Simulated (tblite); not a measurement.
## Geometry relaxation of C4H11GeP (part 2 of 2)

C4H11GeP, SMILES C=C[P]([GeH3])CC; GFN2-xTB geometry optimisation, gas phase (tblite 0.8.0). 

**Trajectory as extended XYZ, continued**
```
17
Properties=species:S:1:pos:R:3:forces:R:3 step=114 energy=-505.39023
C     2.1201   -1.3618   -0.8984    0.0110   0.0170  -0.0020
C     1.0150   -0.6435   -0.7810   -0.0060   0.0060  -0.0050
P     0.4890    0.0630    0.8139   -0.0050  -0.0060   0.0060
Ge    0.8386    2.2934    0.2470   -0.0070   0.0000   0.0030
C    -1.3537    0.0637    0.5008   -0.0010   0.0040  -0.0010
C    -1.9185   -1.3456    0.6068    0.0050  -0.0020   0.0040
H     2.4397   -1.7814   -1.8395   -0.0090   0.0040  -0.0030
H     2.7556   -1.5518   -0.0488    0.0050  -0.0060   0.0020
H     0.3716   -0.4692   -1.6379   -0.0050  -0.0050   0.0090
H     1.3631    3.0889    1.4083    0.0010  -0.0060   0.0000
H    -0.4024    3.0340   -0.1886    0.0040   0.0040  -0.0040
H     1.8296    2.5279   -0.8588    0.0140  -0.0020  -0.0010
H    -1.8134    0.7119    1.2525    0.0000  -0.0120   0.0120
H    -1.5691    0.4854   -0.4850   -0.0040  -0.0060  -0.0250
H    -2.9977   -1.3393    0.4607    0.0080   0.0000   0.0070
H    -1.4723   -1.9926   -0.1472    0.0030  -0.0020  -0.0020
H    -1.7024   -1.7711    1.5851   -0.0130   0.0140   0.0000
17
Properties=species:S:1:pos:R:3:forces:R:3 step=133 energy=-505.39328
C     2.1613   -1.2917   -0.9357   -0.0190   0.0050   0.0430
C     1.0008   -0.6719   -0.7829    0.0410  -0.0250  -0.0450
P     0.4678    0.0369    0.8078    0.0050   0.0030  -0.0280
Ge    0.8628    2.2653    0.2549   -0.0620  -0.0030  -0.0140
C    -1.3725    0.0545    0.4820    0.0040   0.0120  -0.0060
C    -1.9577   -1.3427    0.6389    0.0000   0.0060   0.0080
H     2.4731   -1.6997   -1.8848   -0.0100  -0.0040   0.0110
H     2.8483   -1.4172   -0.1130   -0.0250   0.0330  -0.0260
H     0.3126   -0.5844   -1.6184   -0.0010   0.0190   0.0230
H     1.3216    3.0383    1.4579   -0.0010   0.0150   0.0060
H    -0.3376    3.0338   -0.2553    0.0460  -0.0340   0.0200
H     1.9292    2.4937   -0.7794    0.0120  -0.0120   0.0030
H    -1.8303    0.7394    1.2027    0.0150  -0.0390   0.0130
H    -1.5752    0.4410   -0.5215    0.0050  -0.0120  -0.0080
H    -3.0372   -1.3222    0.5011   -0.0130  -0.0060  -0.0060
H    -1.5296   -2.0244   -0.0959    0.0050   0.0270   0.0290
H    -1.7443   -1.7365    1.6317   -0.0010   0.0140  -0.0220
17
Properties=species:S:1:pos:R:3:forces:R:3 step=152 energy=-505.39934
C     2.2162   -1.1156   -1.0226   -0.0150  -0.0050   0.0210
C     0.9701   -0.7220   -0.8058    0.0250  -0.0050  -0.0040
P     0.4391   -0.0360    0.7948   -0.0070  -0.0080   0.0000
Ge    0.9199    2.1764    0.2793    0.0060   0.0090   0.0000
C    -1.4000    0.0351    0.4724    0.0100   0.0050  -0.0010
C    -2.0394   -1.3283    0.6960   -0.0030   0.0060   0.0010
H     2.5343   -1.5253   -1.9682   -0.0010   0.0000   0.0010
H     2.9707   -1.0376   -0.2541   -0.0290  -0.0050  -0.0380
H     0.2118   -0.8227   -1.5755    0.0190  -0.0130   0.0180
H     1.2189    2.9848    1.5115   -0.0110  -0.0070  -0.0030
H    -0.1669    2.9491   -0.4240   -0.0120   0.0110  -0.0140
H     2.1354    2.3213   -0.5923    0.0020   0.0090   0.0160
H    -1.8315    0.7638    1.1644    0.0070   0.0060   0.0100
H    -1.5900    0.3817   -0.5473    0.0050   0.0100  -0.0120
H    -3.1114   -1.2838    0.5108   -0.0030  -0.0040  -0.0010
H    -1.6049   -2.0721    0.0299    0.0060   0.0020  -0.0020
H    -1.8791   -1.6566    1.7207    0.0000  -0.0140   0.0060
17
Properties=species:S:1:pos:R:3:forces:R:3 step=171 energy=-505.40478
C     2.2263   -0.9930   -1.1125   -0.0020  -0.0030  -0.0020
C     0.9566   -0.8049   -0.7866   -0.0030   0.0020  -0.0030
P     0.4377   -0.0839    0.8018    0.0010   0.0040  -0.0040
Ge    0.9601    2.1202    0.3038    0.0050  -0.0120  -0.0020
C    -1.3977    0.0341    0.4708    0.0000  -0.0040  -0.0010
C    -2.0863   -1.3013    0.7176   -0.0010  -0.0050   0.0020
H     2.5177   -1.4527   -2.0433   -0.0010   0.0000  -0.0010
H     3.0268   -0.6823   -0.4596    0.0040  -0.0040   0.0060
H     0.1635   -1.1446   -1.4427   -0.0060   0.0030  -0.0050
H     1.0182    2.9594    1.5497   -0.0030   0.0070   0.0040
H     0.0109    2.8586   -0.6059   -0.0060  -0.0020  -0.0090
H     2.3110    2.2576   -0.3370    0.0040   0.0050   0.0090
H    -1.8050    0.7906    1.1478   -0.0010   0.0010   0.0040
H    -1.5712    0.3683   -0.5562    0.0010   0.0030  -0.0010
H    -3.1550   -1.2235    0.5231    0.0030   0.0020   0.0010
H    -1.6753   -2.0740    0.0697    0.0020   0.0020   0.0010
H    -1.9452   -1.6165    1.7495    0.0020   0.0010   0.0010
17
Properties=species:S:1:pos:R:3:forces:R:3 step=190 energy=-505.40804
C     2.1991   -1.0406   -1.1374   -0.0010  -0.0180   0.0120
C     0.9412   -0.7758   -0.8177    0.0380  -0.0150   0.0010
P     0.4634   -0.0845    0.7966    0.0020   0.0320  -0.0070
Ge    0.9560    2.1266    0.2974   -0.0180   0.0030   0.0420
C    -1.3771    0.0412    0.5015    0.0150  -0.0130  -0.0040
C    -2.0538   -1.3030    0.7366   -0.0090   0.0080   0.0050
H     2.4675   -1.4760   -2.0865    0.0130   0.0030  -0.0130
H     3.0122   -0.8288   -0.4595   -0.0350   0.0000  -0.0180
H     0.1348   -1.0219   -1.5005    0.0140   0.0160   0.0110
H     0.7801    3.0100    1.5027    0.0010  -0.0050  -0.0020
H     0.1033    2.7701   -0.7644   -0.0040   0.0180  -0.0340
H     2.3737    2.3382   -0.1462    0.0040  -0.0200  -0.0030
H    -1.7742    0.7895    1.1926   -0.0210  -0.0120   0.0300
H    -1.5657    0.3925   -0.5169   -0.0020  -0.0160  -0.0180
H    -3.1152   -1.2470    0.4991    0.0040   0.0040  -0.0080
H    -1.6003   -2.0753    0.1153   -0.0260   0.0230   0.0110
H    -1.9519   -1.6033    1.7775    0.0240  -0.0050  -0.0060
17
Properties=species:S:1:pos:R:3:forces:R:3 step=209 energy=-505.41266
C     2.1481   -1.2067   -1.0924   -0.0370   0.0160  -0.0050
C     0.9513   -0.6993   -0.8382    0.0020  -0.0040   0.0050
P     0.4961   -0.0114    0.7848    0.0190   0.0200   0.0120
Ge    0.8969    2.2164    0.2686   -0.0010  -0.0150   0.0150
C    -1.3532    0.0506    0.5369   -0.0150  -0.0030   0.0120
C    -1.9718   -1.3292    0.7163    0.0010  -0.0100  -0.0030
H     2.3976   -1.6241   -2.0550    0.0110   0.0030  -0.0130
H     2.9283   -1.2204   -0.3489   -0.0130   0.0090   0.0150
H     0.1713   -0.7170   -1.5927    0.0220   0.0050  -0.0050
H     0.6248    3.1078    1.4513    0.0020  -0.0230  -0.0240
H     0.0945    2.8255   -0.8550    0.0010  -0.0100  -0.0030
H     2.3309    2.4664   -0.0940    0.0140   0.0030   0.0000
H    -1.7620    0.7408    1.2800   -0.0150   0.0100   0.0070
H    -1.5853    0.4465   -0.4565    0.0000  -0.0150  -0.0050
H    -3.0424   -1.3010    0.5185    0.0050   0.0100   0.0130
H    -1.5151   -2.0447    0.0344   -0.0020  -0.0070  -0.0210
H    -1.8170   -1.6881    1.7318    0.0050   0.0100   0.0010
17
Properties=species:S:1:pos:R:3:forces:R:3 step=228 energy=-505.41652
C     2.1193   -1.2240   -1.0912    0.0030  -0.0040  -0.0050
C     0.9467   -0.6614   -0.8454   -0.0010   0.0020   0.0040
P     0.5025   -0.0042    0.7936   -0.0010   0.0040   0.0010
Ge    0.9002    2.2150    0.2498   -0.0010  -0.0050   0.0000
C    -1.3509    0.0496    0.5663    0.0060   0.0050   0.0000
C    -1.9532   -1.3397    0.7241   -0.0020   0.0010   0.0020
H     2.3790   -1.6076   -2.0653    0.0010   0.0000  -0.0030
H     2.8690   -1.3201   -0.3228    0.0030   0.0010   0.0050
H     0.1930   -0.5894   -1.6225   -0.0050  -0.0010  -0.0050
H     0.4527    3.1527    1.3371   -0.0030  -0.0010  -0.0030
H     0.2369    2.7348   -1.0016    0.0040   0.0040   0.0040
H     2.3629    2.4928    0.0620   -0.0020  -0.0010  -0.0010
H    -1.7581    0.7196    1.3289    0.0000   0.0050   0.0020
H    -1.5999    0.4613   -0.4164    0.0010   0.0000  -0.0010
H    -3.0346   -1.3048    0.6025   -0.0030  -0.0050  -0.0010
H    -1.5436   -2.0221   -0.0192    0.0010   0.0000  -0.0050
H    -1.7289   -1.7407    1.7103   -0.0010  -0.0030   0.0060
```

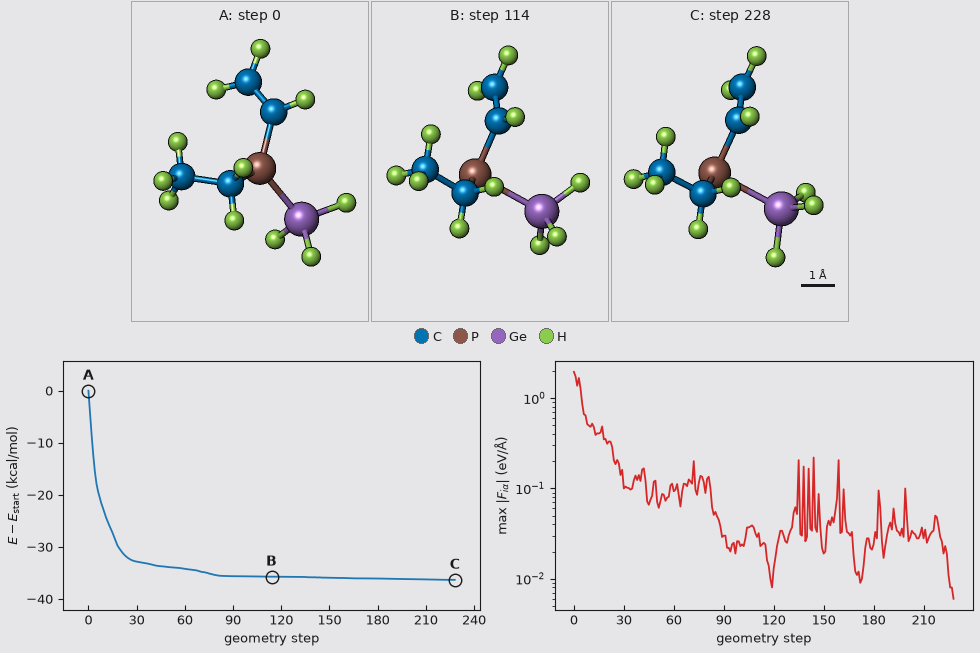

*Frames of the relaxation (ball-and-stick view, seen at a tilt) above the curves, on which the letters mark them (steps are counted from 0).*

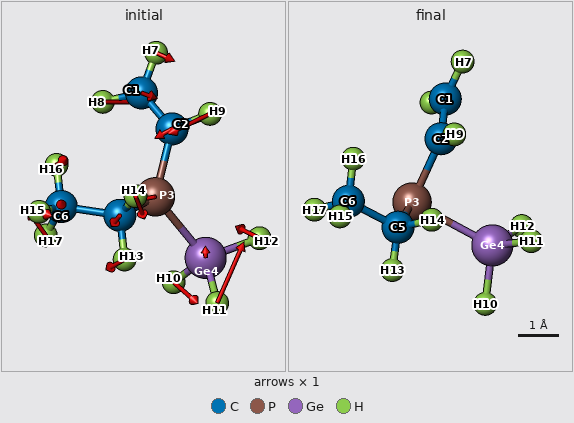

*Before (left) and after (right) the relaxation, at one scale (ball-and-stick view, seen at a tilt). The red arrows give the displacements, at true length.*

The atom that moves furthest after the best rigid fit is H11 (1.72 Å). Largest moves by element: H 1.72 Å, P 1.02 Å, C 0.58 Å, Ge 0.32 Å. Among the contacts that change: P3–Ge4 2.224 → 2.319 Å, Ge4–H10 1.565 → 1.504 Å, P3–C5 1.819 → 1.868 Å, Ge4–H12 1.545 → 1.501 Å. Among the angles that change: C2–P3–Ge4 118.2° → 95.3°, Ge4–P3–C5 117.8° → 96.5°, C2–P3–C5 118.4° → 98.2°. After 228 geometry steps the energy has fallen by 36.3 kcal/mol. Largest force component: 2 eV/Å at the start, 0.006 eV/Å at the end. (Atoms are counted from 1 in the order of the input.)

The run was set up as follows.

**Input file**
```
{"job": {"kind": "relax", "xc": "GFN2-xTB", "basis": "xTB"}, "charge": 0, "multiplicity": 1}
C      1.953400    -1.605300    -0.945500
C      1.255000    -0.493100    -1.235300
P      0.200700     0.386700    -0.097400
Ge     0.749400     2.472100     0.448600
C     -1.553800    -0.082500    -0.003100
C     -1.701300    -1.256100     0.938100
H      2.562900    -2.046600    -1.722000
H      1.933000    -2.088400     0.024500
H      1.386700    -0.120600    -2.254000
H      1.278900     2.464000     1.920900
H     -0.518900     3.365100     0.409500
H      1.813300     3.140100    -0.451600
H     -2.118500     0.768200     0.487300
H     -2.023100    -0.243800    -0.993500
H     -2.734900    -1.664500     0.906600
H     -0.993300    -2.041600     0.583200
H     -1.496600    -0.941700     1.973900
```

The first line tells a small driver script what to run in tblite; the rest is the geometry in Å.

Launched with:
```bash
OMP_NUM_THREADS=1 python <driver script> task.json out
```

**Key numbers**

| quantity | value |
| --- | --- |
| outcome | converged |
| total energy | −505.4165 eV |
| hardware | 1 CPU thread, shared host |
| wall time | 1.6 s |
| peak memory | 0.18 GiB |
